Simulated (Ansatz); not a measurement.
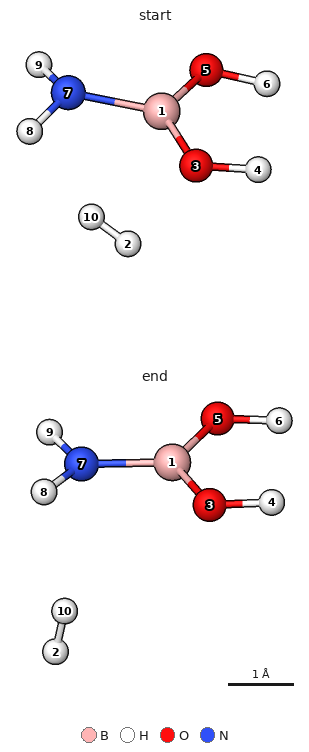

The structure of BNH6O2 before (top) and after (bottom) a relaxation, at one scale.

The picture is a ball-and-stick view, seen at a tilt.

The run prepares an end point of a later path (reaction) calculation, from a guessed geometry.

The calculation used RKS B3LYP-D4/6-31G* in Ansatz 0.2.0.

The input:
```yaml
crystal:
  periodic: [false, false, false]
  atoms:
    - { symbol: B, position_ang: [0.029488, 0.523122, -0.268278] }
    - { symbol: H, position_ang: [-0.00111, -0.202843, 2.027322] }
    - { symbol: O, position_ang: [1.199427, -0.205186, -0.316723] }
    - { symbol: H, position_ang: [1.115778, -1.067743, -0.744979] }
    - { symbol: O, position_ang: [-1.220007, 0.086237, -0.658726] }
    - { symbol: H, position_ang: [-1.252202, -0.833983, -0.95387] }
    - { symbol: "N", position_ang: [0.120178, 1.924469, 0.203855] }
    - { symbol: H, position_ang: [0.934957, 2.23007, 0.71712] }
    - { symbol: H, position_ang: [-0.731776, 2.409285, 0.44906] }
    - { symbol: H, position_ang: [-0.065933, 0.500673, 1.966118] }
basis:
  gaussian: { orbitals: "6-31G*" }
hamiltonian:
  xc: b3lyp
  dispersion: d4
relax:
  f_tol: 0.03
  max_steps: 50
```

Run as
```bash
ansatz run input.yaml --threads 1 --pin off --max-ram 2048MiB --backend cpu --events-out ev --progress --plain --runs-dir out
```

Question: Summarise the run.

Answer: Over 14 accepted moves (15 points after the start) the energy falls by 0.350 eV. Largest force component: 2 eV/Å at the start, 0.024 eV/Å at the end. The line search rejected the trial step at point 8 of the run. The forces were under the threshold at step 7, but the run went on from there. The atom that moves furthest after the best rigid fit is H2 (1.48 Å). By element the largest moves are H 1.48 Å, O 0.46 Å, N 0.27 Å, B 0.25 Å. Near-neighbour distances that change, for instance: B1–N7 1.482 → 1.414 Å, H2–H10 0.709 → 0.746 Å, B1–O3 1.379 → 1.385 Å. Among the angles between lasting bonds that change: B1–N7–H9 118.7° → 122.4°, B1–N7–H8 119.8° → 122.3°.

Limits of the set-up: the start holds two separate molecules, 2.2 Å apart at their closest, whose relative position is a soft coordinate.
